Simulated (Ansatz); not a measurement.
Cl···H2S (SMILES [Cl-].S) (charge −1)

Input

```
crystal:
  periodic: [false, false, false]
  atoms:
    - {symbol: Cl, position_ang: [-0.387922, 2.155596, 0.169608]}
    - {symbol: S, position_ang: [0.519555, -1.016227, -0.467703]}
    - {symbol: H, position_ang: [0.142101, 0.346154, -0.208163]}
    - {symbol: H, position_ang: [-0.273734, -1.485523, 0.506259]}
basis:
  gaussian: {orbitals: "def2-TZVPPD.json"}
total_charge: -1
hamiltonian: {xc: pbe0, dispersion: d4}
output: {orbitals: {seedname: orbitals}}
```

Run with:

```sh
ansatz run in.yaml --threads 2 --pin off --events-out ev --progress --plain --max-ram 5222MiB
```

Geometry: PBE0-D4/def2-TZVPD.

Level of theory: RKS PBE0-D4/def2-TZVPPD (Ansatz 0.2.0).

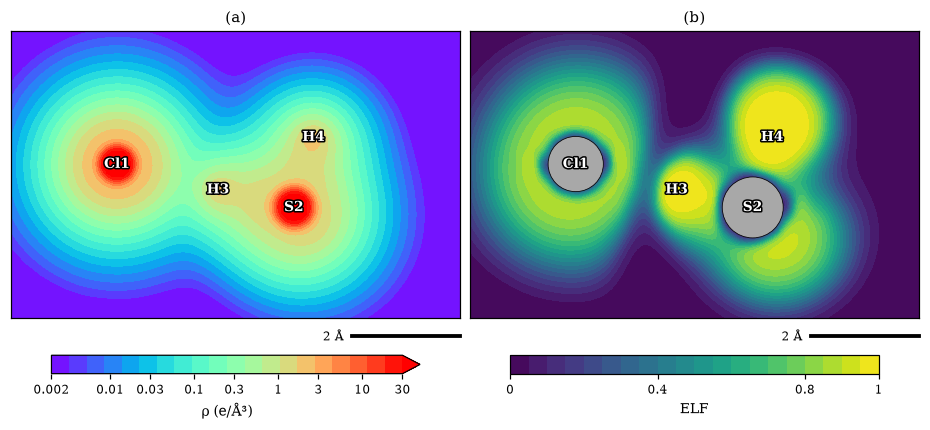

Figure 1. (a) total electron density; (b) ELF on the molecular plane. Grey discs cover the atomic cores in the ELF map.

What does the map show?

The section cuts through Cl, S and H sites.
Cl1···H3 (1.92 Å): the density falls to about 0.36 e/Å³ on the way; the ELF climbs to about 0.95 towards the hydrogen, as it does in any bond to H.
S–H (1.34 Å): ρ is about 1.5 e/Å³ halfway; the ELF climbs to about 1 towards the hydrogen.
The ELF also peaks beside S2, away from the bonds: lone-pair regions.

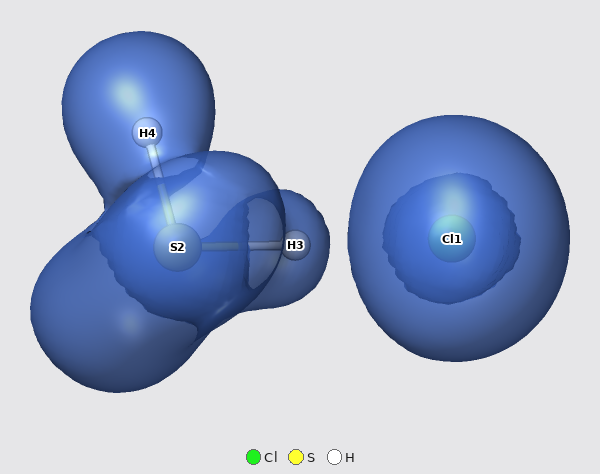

Figure 2. Isosurface of the electron localisation function at 0.75 (blue), seen at a tilt. Core shells and regions of very low density are left out.

Identify the bonds, lone pairs and shells in this picture.

At this value the surface marks out one region wrapped around Cl (its valence shell) and one joined region spread over several atoms (H, S), in which their bonds and any lone pairs are merged.

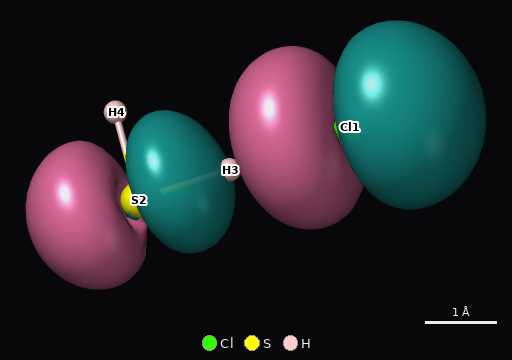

Figure 3. The HOMO at ±0.08 Å⁻³ᐟ² (teal and pink are the two phases), seen at a tilt.

Where does this orbital lie, and at what energy?

Its weight (Hirshfeld) is mainly on Cl1 (about 75 %) and S2 (about 20 %); it is symmetric in the molecular plane (an in-plane orbital: σ, lone-pair or in-plane π type); largely a lone pair of Cl1. Its energy is −2.07 eV.

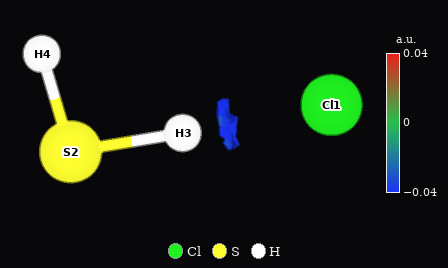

Figure 4. Non-covalent interaction (NCI) plot: the surface where the reduced density gradient is 0.4, for densities under 0.05 a.u., coloured by sign(λ₂)ρ; seen at a tilt.

Identify the weak interactions.

H3···Cl1 (1.9 Å): an attractive contact (blue).
